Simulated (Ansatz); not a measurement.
**AlCl2H3O: two geometries relaxed**

Aim: relax the geometries before and after the reaction (ligand exchange), and see whether they are two minima and how far apart in energy. Meant to form: Al1–O5, H7–Cl2; to break: Al1–Cl2, H7–O5. The start is a guess near the saddle point, from which both ends are pulled out.

Program: Ansatz 0.2.0. Level of theory: RKS PBE0-D4/6-31G*. These are calculated values, not measurements.

### 1 The starting structure

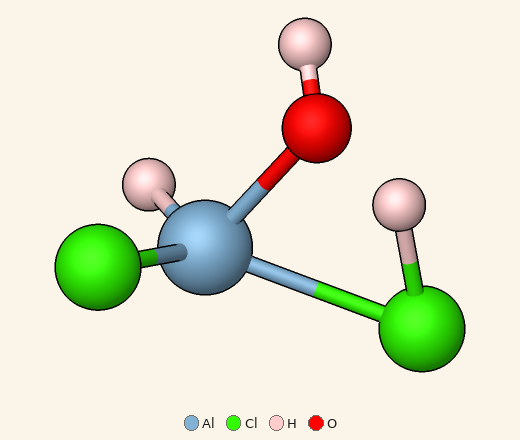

Start, viewed from a chosen angle; aluminium light blue, chlorine green, hydrogen pink, oxygen red.

Coordinates:

```xyz
7

Al    0.0000    0.0000    0.0000
Cl    0.0000    0.0000    2.5800
Cl    1.9312    0.0000   -1.1150
H    -1.3510    0.0000   -0.7800
O     0.4375   -1.9248    0.6559
H    -0.1954   -2.5811    0.2213
H     0.3128   -1.3761    1.8287
```

### 2 A restrained relaxation towards end A

Springs on the bonds that form and break draw the guess towards this end; the thresholds are loose.

File input.yaml:

```yaml
crystal:
  periodic: [false, false, false]
  atoms:
    - { symbol: Al, position_ang: [0.0, 0.0, 0.0] }
    - { symbol: Cl, position_ang: [0.0, 0.0, 2.58] }
    - { symbol: Cl, position_ang: [1.9312, 0.0, -1.115] }
    - { symbol: H, position_ang: [-1.351, 0.0, -0.78] }
    - { symbol: O, position_ang: [0.4375, -1.9248, 0.6559] }
    - { symbol: H, position_ang: [-0.1954, -2.5811, 0.2213] }
    - { symbol: H, position_ang: [0.3128, -1.3761, 1.8287] }
basis:
  gaussian: { orbitals: "6-31G*" }
hamiltonian:
  xc: pbe0
  dispersion: d4
relax:
  f_tol: 0.15
  max_steps: 25
  restrain:
    - { distance: [0, 4], at: 2.98, k: 30.0 }
    - { distance: [6, 1], at: 2.57, k: 30.0 }
    - { distance: [0, 1], at: 2.23, k: 30.0 }
    - { distance: [6, 4], at: 1.01, k: 30.0 }
```

Launch:

```bash
> ansatz run input.yaml --threads 1 --pin off --max-ram 2048MiB --backend cpu --events-out ev --progress --plain --runs-dir out
```

The log of the run (excerpt; [...] marks lines left out):

```text
Warning: RAYON_NUM_THREADS=1 ignored (pool sized by the plan → 1); use --threads N
[...]
Functional definition: PBE0
[...]
783 factors; integrals over basis functions are off by at most 5.7e-4 eV
[...]
mean field -33725.47093045 eV, -1239.3881967487 hartree, gradient 8.1e-6 eV, S^2 0.000000; 0 other end points of the search recorded, 0 dependent functions left out
[...]
reference -33725.47096061 eV, -1239.3881978572 hartree; 29, 29 occupied and 49, 49 virtual orbitals, 783 factors
relax step   1: F+E_penalty+E_count = -33725.60325380 eV  Δ(F+E_penalty+E_count) = +0.000e0 eV  max|allowed force component| = 2.823e0 eV/Å  E_restraint = 29.40594190 eV  max|allowed force component, restraints' pulls added| = 3.016e1 eV/Å  Δτ_max = 0.0000 Å  (26 SCF iters, accepted)
[...]
relax step   3: F+E_penalty+E_count = -33725.95946188 eV  Δ(F+E_penalty+E_count) = -2.733e-1 eV  max|allowed force component| = 2.278e0 eV/Å  E_restraint = 4.92428689 eV  max|allowed force component, restraints' pulls added| = 1.054e1 eV/Å  Δτ_max = 0.1947 Å  (28 SCF iters, accepted)
[...]
relax step   5: F+E_penalty+E_count = -33726.72262900 eV  Δ(F+E_penalty+E_count) = -4.782e-1 eV  max|allowed force component| = 1.124e0 eV/Å  E_restraint = 0.06374123 eV  max|allowed force component, restraints' pulls added| = 8.959e-1 eV/Å  Δτ_max = 0.1944 Å  (28 SCF iters, accepted)
[...]
relax step  11: F+E_penalty+E_count = -33726.93039765 eV  Δ(F+E_penalty+E_count) = -7.530e-3 eV  max|allowed force component| = 1.180e0 eV/Å  E_restraint = 0.03337691 eV  max|allowed force component, restraints' pulls added| = 4.198e-2 eV/Å  Δτ_max = 0.0502 Å  (27 SCF iters, accepted)
  distance Al 0 - O 4 = 2.9575 Å
  distance H 6 - Cl 1 = 2.5741 Å
  distance Al 0 - Cl 1 = 2.1969 Å
  distance H 6 - O 4 = 0.9854 Å
783 factors; integrals over basis functions are off by at most 7.5e-4 eV
[...]
mean field -33726.80549140 eV, -1239.4372409593 hartree, gradient 6.4e-6 eV, S^2 0.000000; 1 other end points of the search recorded, 0 dependent functions left out
[...]
reference -33726.80552141 eV, -1239.4372420618 hartree; 29, 29 occupied and 49, 49 virtual orbitals, 783 factors
Total energy: -33726.93042766 eV, -1239.4418322819 hartree
Atom 0 at     0.083180     0.315355    -0.066532 Å, force     0.052045    -0.611004     1.180098 eV/Å
Atom 1 at     0.059136     0.398599     2.128610 Å, force    -0.000362     0.087659    -0.965917 eV/Å
Atom 2 at     1.882872     0.793535    -1.011774 Å, force    -0.011257     0.001747     0.005144 eV/Å
Atom 3 at    -1.279493     0.159589    -0.830770 Å, force     0.012990     0.003827    -0.007364 eV/Å
Atom 4 at     0.400013    -2.505707     0.763013 Å, force    -0.026244     0.921673     0.440372 eV/Å
Atom 5 at    -0.462789    -2.941538     0.748001 Å, force    -0.005531     0.002049     0.005524 eV/Å
Atom 6 at     0.452180    -2.101833     1.660350 Å, force    -0.021640    -0.405951    -0.657857 eV/Å
Dipole moment:    -0.485766    -0.321517     0.040126 e Å
```

Run time: 38 s. Hardware: 1 thread of Arm Neoverse V2, shared host; peak memory 0.16 GiB.

Relaxation path:

```tsv
step	energy from step 1 (eV)	largest force component (eV/Å)
1	0.0000	2.8227
2	-0.0829	2.8301
3	-0.3562	2.2778
4	-0.6412	1.8047
5	-1.1194	1.1236
6	-1.2116	1.1010
7	-1.2760	1.2007
8	-1.3187	1.1572
9x	-1.2811	1.4355
10	-1.3196	1.1464
11	-1.3271	1.1801
```

Step 1 is the start. 1 step was tried and not accepted (9; marked x where the table lists them). Energies and forces in the table leave out the springs, which the log lists apart; the run stops on the force with the springs' pull added.

After: Bond lengths: Al1–Cl2 2.197 Å, Al1–Cl3 2.088 Å, Al1–H4 1.570 Å, O5–H6 0.967 Å, O5–H7 0.985 Å. Angles: Cl2–Al1–Cl3 116.9°, Cl2–Al1–H4 118.7°, Cl3–Al1–H4 123.4°, H6–O5–H7 104.3°.

Pairs that crossed the distance rule for bonds on the way: came closer O5–H7; moved apart Al1–O5.

### 3 Relaxing end A

It starts where the restrained run ended.

File input.yaml:

```yaml
crystal:
  periodic: [false, false, false]
  atoms:
    - { symbol: Al, position_ang: [0.08318, 0.315355, -0.066532] }
    - { symbol: Cl, position_ang: [0.059136, 0.398599, 2.12861] }
    - { symbol: Cl, position_ang: [1.882872, 0.793535, -1.011774] }
    - { symbol: H, position_ang: [-1.279493, 0.159589, -0.83077] }
    - { symbol: O, position_ang: [0.400013, -2.505707, 0.763013] }
    - { symbol: H, position_ang: [-0.462789, -2.941538, 0.748001] }
    - { symbol: H, position_ang: [0.45218, -2.101833, 1.66035] }
basis:
  gaussian: { orbitals: "6-31G*" }
hamiltonian:
  xc: pbe0
  dispersion: d4
relax:
  f_tol: 0.03
  max_steps: 50
```

Launch:

```bash
> ansatz run input.yaml --threads 1 --pin off --max-ram 2048MiB --backend cpu --events-out ev --progress --plain --runs-dir out
```

The log of the run (excerpt; [...] marks lines left out):

```text
Warning: RAYON_NUM_THREADS=1 ignored (pool sized by the plan → 1); use --threads N
[...]
Functional definition: PBE0
[...]
784 factors; integrals over basis functions are off by at most 5.2e-4 eV
[...]
mean field -33726.80550492 eV, -1239.4372414559 hartree, gradient 2.9e-5 eV, S^2 0.000000; 0 other end points of the search recorded, 0 dependent functions left out
[...]
reference -33726.80553504 eV, -1239.4372425628 hartree; 29, 29 occupied and 49, 49 virtual orbitals, 784 factors
relax step   1: F+E_penalty+E_count = -33726.93041116 eV  Δ(F+E_penalty+E_count) = +0.000e0 eV  max|allowed force component| = 1.180e0 eV/Å  Δτ_max = 0.0000 Å  (25 SCF iters, accepted)
[...]
relax step   3: F+E_penalty+E_count = -33727.42268741 eV  Δ(F+E_penalty+E_count) = -2.883e-1 eV  max|allowed force component| = 1.464e0 eV/Å  Δτ_max = 0.1947 Å  (27 SCF iters, accepted)
[...]
mean field -33727.63513343 eV, -1239.4677297413 hartree, gradient 1.2e-5 eV, S^2 0.000000; 1 other end points of the search recorded, 0 dependent functions left out
[...]
reference -33727.63516385 eV, -1239.4677308593 hartree; 29, 29 occupied and 49, 49 virtual orbitals, 784 factors
Total energy: -33727.77213526 eV, -1239.4727644659 hartree
Atom 0 at     0.082730    -0.075419     0.157072 Å, force     0.000786    -0.000403     0.004275 eV/Å
Atom 1 at     0.020652     0.592774     2.187688 Å, force    -0.002643    -0.000547    -0.001523 eV/Å
Atom 2 at     1.843457     0.432874    -0.896315 Å, force    -0.001155    -0.000926    -0.001042 eV/Å
Atom 3 at    -1.281614    -0.186789    -0.634896 Å, force     0.001613     0.000990    -0.000037 eV/Å
Atom 4 at     0.356258    -1.993094     0.622341 Å, force     0.011295     0.005671    -0.010269 eV/Å
Atom 5 at    -0.390326    -2.561508     0.376387 Å, force    -0.005151    -0.001777     0.008017 eV/Å
Atom 6 at     0.503942    -2.090838     1.578620 Å, force    -0.004744    -0.003009     0.000580 eV/Å
Dipole moment:    -0.387212    -1.125308     0.213049 e Å
```

Run time: 32 s. Hardware: 1 thread of Arm Neoverse V2, shared host; peak memory 0.15 GiB.

The steps of the relaxation:

```tsv
step	energy from step 1 (eV)	largest force component (eV/Å)
1	0.0000	1.1802
2	-0.2040	1.3300
3	-0.4923	1.4642
4	-0.7346	0.9063
5	-0.8185	0.5365
6	-0.8365	0.1592
7	-0.8408	0.0443
8	-0.8415	0.0340
9	-0.8417	0.0113
```

Step 1 is the start.

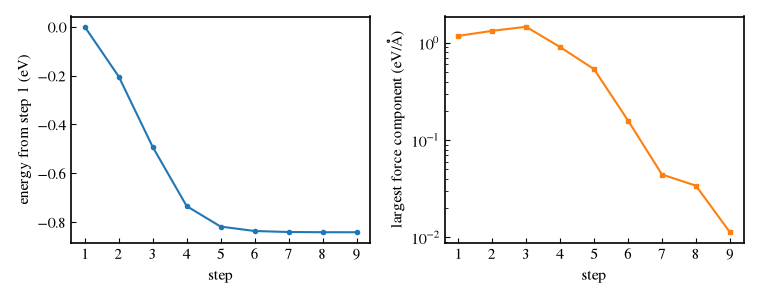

How energy and force went from step to step.

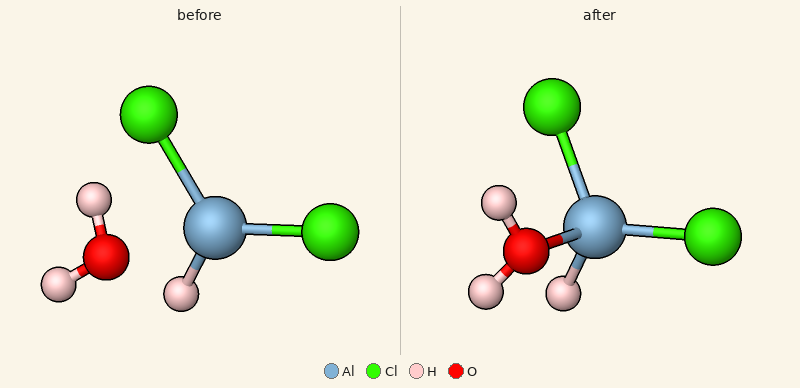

Before and after, at one scale.

After: Bond lengths: Al1–Cl2 2.139 Å, Al1–Cl3 2.114 Å, Al1–H4 1.581 Å, Al1–O5 1.992 Å, O5–H6 0.970 Å, O5–H7 0.973 Å. Angles: Cl2–Al1–Cl3 115.0°, Cl2–Al1–H4 118.2°, Cl2–Al1–O5 94.8°, Cl3–Al1–H4 119.1°, Cl3–Al1–O5 103.5°, H4–Al1–O5 99.6°, Al1–O5–H6 113.5°, Al1–O5–H7 110.3°, H6–O5–H7 107.9°.

Pairs that crossed the distance rule for bonds on the way: came closer Al1–O5.

(Part 1 of 2 ends here.)
